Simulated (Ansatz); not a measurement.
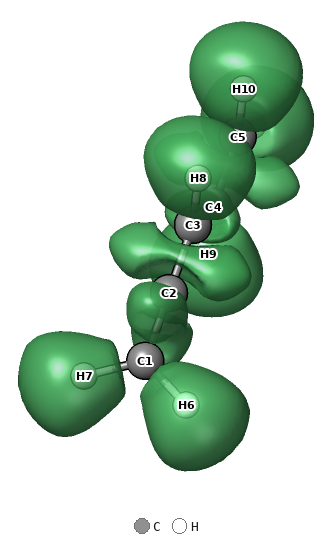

Figure 1: C5H6 (SMILES C=C=CC=C). Isosurface of the ELF at 0.75 (green), seen at an oblique angle. Core shells and regions of very low density are left out.

Geometry: r2SCAN-D4/def2-SVP.

Computed with Ansatz, isolated molecule in a Gaussian basis; Kohn-Sham density functional theory, functional PBE0.

The calculation's input:

```
basis:
  gaussian:
    orbitals: def2-TZVPD
crystal:
  periodic: [false, false, false]
  atoms:
    - {symbol: C, position_ang: [-1.043481, 2.430402, -0.920075]}
    - {symbol: C, position_ang: [-0.470868, 1.275655, -0.696899]}
    - {symbol: C, position_ang: [0.104163, 0.106930, -0.469732]}
    - {symbol: C, position_ang: [-0.577942, -1.056090, 0.084180]}
    - {symbol: C, position_ang: [0.021596, -2.239096, 0.309245]}
    - {symbol: H, position_ang: [-1.067593, 3.215419, -0.153426]}
    - {symbol: H, position_ang: [-1.519652, 2.657162, -1.882585]}
    - {symbol: H, position_ang: [1.171192, -0.004894, -0.712529]}
    - {symbol: H, position_ang: [-1.641106, -0.928128, 0.320951]}
    - {symbol: H, position_ang: [1.082012, -2.391361, 0.080825]}
    - {symbol: H, position_ang: [-0.529383, -3.085646, 0.726655]}
magnetization:
  spin_polarized: false
hamiltonian:
  xc: {name: PBE0}
output:
  forces: true
  orbitals: {seedname: orbitals}
```

Launched as:

```sh
ansatz run input.yaml --threads 2 --pin off --max-ram 4350MiB --events-out events.jsonl --progress --plain --runs-dir runs
```

> Where are the electrons localised?

The ELF exceeds this value in four regions between bonded C–C atoms (shared pairs) and six regions around hydrogen nuclei. Along the contacts the grid gives the following. C–C (1.31 Å): the ELF peaks at about 0.90 between the atoms; a multiple bond. C–H (1.09 Å): the ELF climbs to about 1 towards the hydrogen, as it does in any bond to H: an ordinary covalent bond to hydrogen.
